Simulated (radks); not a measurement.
The tin ion Sn⁴⁰⁺; electrons: [Ne]. Computed with the in-house radial solver radks: Dirac Kohn-Sham, BLYP, spin-unpolarised, spherical densities, finite nucleus.

```
Z 50
configuration [Ne]
relativity Dirac
functional b88,lyp
spin unpolarised
j_filling energy
nucleus finite rms 4.6519 fm
c 137.035999084
```

Wanted: the number of electrons inside radius r (solid) and the radial density 4πr²ρ (dashed).

The count levels off at 10 electrons. Half of them lie within 0.0897 bohr, 90 % within 0.169 bohr and 99 % within 0.251 bohr. The radial density has a minimum at 0.0431 bohr, where the count stands at 2.1; this parts the shells that the density resolves.

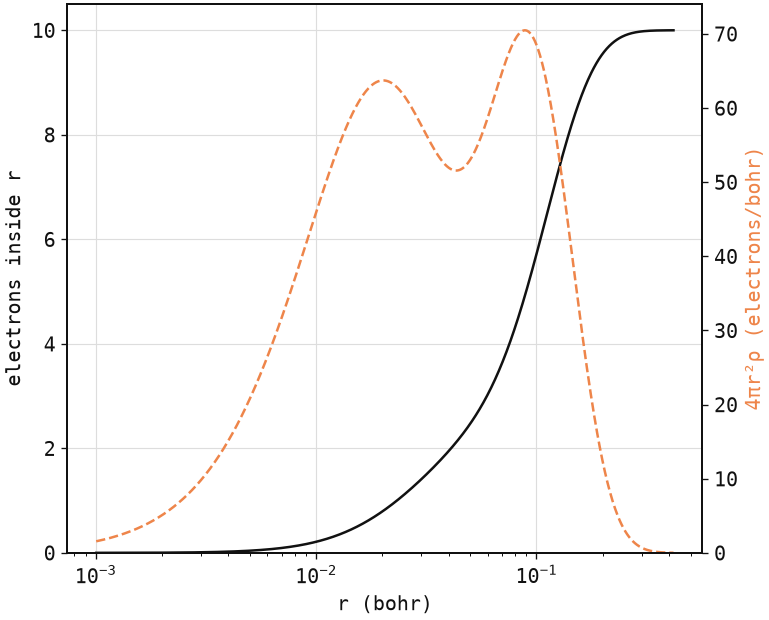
